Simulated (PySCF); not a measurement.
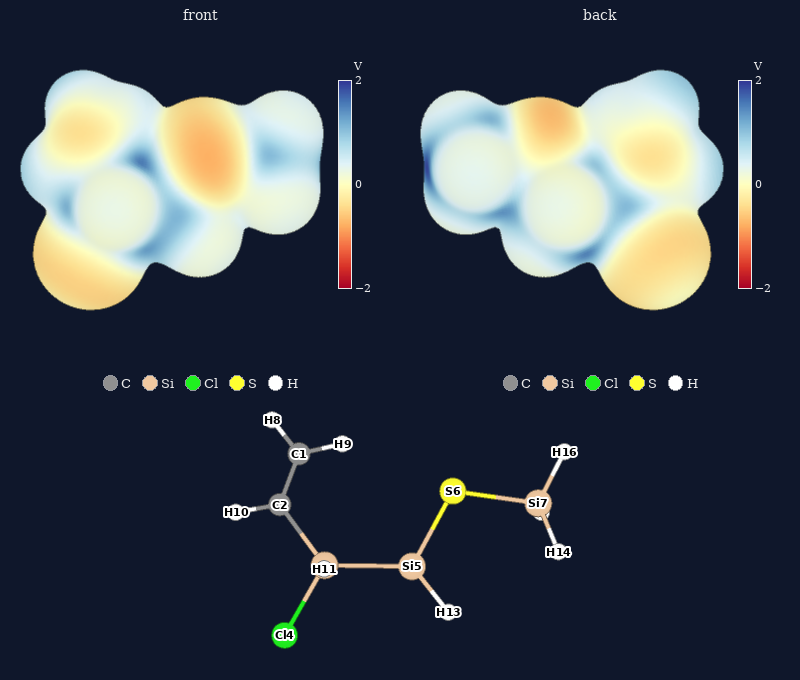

The picture shows: C$_{2}$H$_{9}$ClSSi$_{3}$. The electrostatic potential painted on the density surface at 0.002 e/bohr³, seen from the front and from behind; the colour scale runs from red (negative) to blue (positive). The bare structure is drawn below in the same view.

Geometry: GFN2-xTB.

The calculation used CAM-B3LYP/def2-SVPD, SCF density, gas phase (PySCF 2.14.0).

```xyz
16

C    -2.5114    1.0443    0.8958
C    -2.7614   -0.1199    0.3143
Si   -1.4542   -1.4386   -0.0234
Cl   -2.1279   -2.5255   -1.6147
Si    0.6176   -0.5999   -0.6143
S     1.2908    0.5784    1.0679
Si    3.3598    0.9461    0.6604
H    -3.2846    1.7744    1.0809
H    -1.5190    1.3155    1.2182
H    -3.7792   -0.3391    0.0091
H    -1.4380   -2.3810    1.1047
H     0.6660    0.2981   -1.7723
H     1.6631   -1.6013   -0.8460
H     4.0351   -0.3439    0.6064
H     3.4587    1.6397   -0.6167
H     3.7772    1.7617    1.7857
```

Question: Which sites attract a positive test charge, and which a negative one?

Answer: A positive charge is drawn to the negative regions and a negative charge to the positive ones. The most negative region (about −0.7 V, or −16 kcal/mol for a unit charge) lies over S6, the most positive (about +1.6 V, or +37 kcal/mol for a unit charge) over Si7.

Question: What dipole moment does the calculation give?

Answer: Its dipole moment is 1.34 D.
